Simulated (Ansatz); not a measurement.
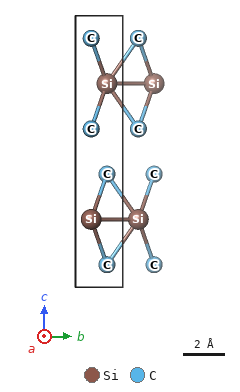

Starting structure of a crystal of SiC2 (a generated structure, set up in P6_3/mmc) (coarse preliminary run). The picture is a ball-and-stick view of the cell of the calculation, repeated 1 × 2 × 1 with one cell outlined, seen along the a axis.

Theory: DFT PBE, scalar-relativistic, plane waves, PAW (Ansatz).

Input file:
```yaml
crystal:
  lattice:
    - [2.66343029, 0.0, 0.0]
    - [-1.33171514, 2.30659829, 0.0]
    - [0.0, 0.0, 13.29031146]
  atoms:
    - { symbol: Si, position: [0.33333333, 0.66666667, 0.75] }
    - { symbol: Si, position: [0.66666667, 0.33333333, 0.25] }
    - { symbol: C, position: [0.33333333, 0.66666667, 0.08333333] }
    - { symbol: C, position: [0.33333333, 0.66666667, 0.41666667] }
    - { symbol: C, position: [0.66666667, 0.33333333, 0.58333333] }
    - { symbol: C, position: [0.66666667, 0.33333333, 0.91666667] }
basis:
  ecutwfc: 420
kpoints:
  mp_grid: { grid: [6, 6, 2] }
hamiltonian:
  xc: pbe
scf:
  occupations: { method: gaussian, width: 0.1 }
  lower_state_search: "off"
output:
  forces: true
  stress: true
  eigenvalues: true
relax:
  adjacent_minimum: "off"
  f_tol: 0.04
  max_steps: 70
  cell: { stress_tol: 0.4 }
```

Run as
```bash
ansatz run input.yaml --threads 1 --pin off --max-ram 2560MiB --backend cpu --events-out ev --progress --plain --runs-dir out
```

**Predict the outcome.**

The largest moves relative to the cell, 0.96 Å, are those of C3, C4, C5 and C6. C4 goes along +c. Si stays in place. The drawn cell changes as follows: a = b 2.663 → 2.561 Å (−3.9 %), c 13.290 → 8.918 Å (−32.9 %); the volume changes by −38.0 %. Among the contacts that change: Si1–C3 4.430 → 2.017 Å, C3–C6 2.696 → 1.538 Å, Si1–C5 2.696 → 2.855 Å, Si1–Si1 2.663 → 2.561 Å. New bonds form: C3–C6 (2.70 → 1.54 Å), C4–C5 (2.70 → 1.54 Å), Si1–C3 (4.43 → 2.02 Å), Si1–C4 (4.43 → 2.02 Å). The space group stays P6_3/mmc (No. 194). Over 18 accepted moves (20 points after the start) the energy falls by 3270 meV per atom. The largest force component goes from 0.29 to 0.003 eV/Å. The pressure goes from −21.05 to −0.26 GPa. The line search rejected the trial step at point 16 of the run. The SCF was repeated once at an unchanged geometry on a basis and grid sized afresh for the cell, which shifted the energy by 2.1 meV per atom at most. Cost: 17 s on 1 thread of Intel(R) Xeon(R) 6975P-C (Granite Rapids) (shared host), peak memory 0.36 GiB.

Step by step:

```tsv
step	E − E(0), meV/atom	largest force component, eV/Å	pressure, GPa	volume, Å³/atom	note
0	0.00	0.2875	-21.05	13.608	
1	-198.96	0.6308	-19.78	12.278	
2	-388.15	1.1567	-17.07	11.125	
3	-582.50	1.8284	-13.65	10.125	
4	-775.22	2.2488	-5.68	9.228	
5	-1204.04	7.9030	5.84	8.368	
6	-2040.78	7.2062	16.22	7.868	
7	-2595.15	3.2656	24.44	7.857	
8	-2826.89	1.8548	-4.70	9.006	
9	-3005.23	1.9203	8.68	8.934	
10	-3179.55	0.7826	3.71	9.444	
11	-3197.24	0.0515	-3.92	9.553	
12	-3207.81	0.0553	-4.59	9.386	
13	-3231.35	0.1143	1.49	8.714	
14	-3266.89	0.0094	6.99	8.239	
15	-3269.53	0.0881	-0.10	8.431	
16	-3257.99	0.3622	-6.48	8.732	rejected
17	-3271.21	0.2242	-0.13	8.436	
18	-3271.48	0.1013	-0.06	8.447	
19	-3271.60	0.0013	0.00	8.439	
20	-3269.52	0.0030	-0.26	8.439	same geometry, new basis
```

The structure at the end:

```xyz
6
Lattice="2.5605 0.0000 0.0000 -1.2803 2.2175 0.0000 0.0000 0.0000 8.9183" Properties=species:S:1:pos:R:3 pbc="T T T"
Si    0.0000    1.4783    6.6888
Si    1.2803    0.7392    2.2296
C     0.0000    1.4783    8.7053
C     0.0000    1.4783    4.6722
C     1.2803    0.7392    4.2461
C     1.2803    0.7392    0.2130
```

After the run, drawn alike:

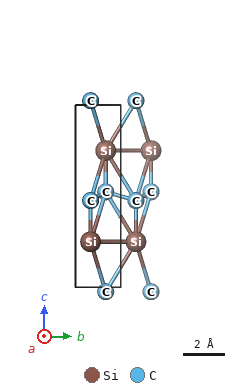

Limits of the set-up: the k-point mesh is coarse for a cell with partly filled bands.
